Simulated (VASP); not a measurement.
Band structure of HfB$_{2}$ (AlB2 type). All values below come from optB86b-vdW, VASP's PBE PAW potentials (set 64) (plane waves; VASP 6.6.1).

Unless said otherwise, spin-orbit coupling is left out, though it shifts the bands of the heavy elements here.

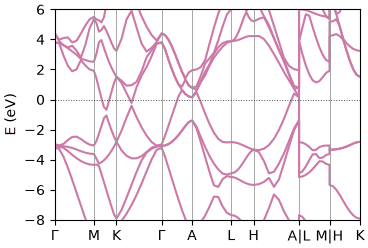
*Bands along high-symmetry lines, zero at the valence-band maximum or, without a gap, the Fermi level*

**Question.** Read the plot: is there a gap, and where are the band edges?

**Answer.** It has no gap at this level: it comes out as a metal or semimetal. (Edges off the drawn lines would not show.)

The compound is HfB2 in the AlB2 type structure. It was relaxed first.
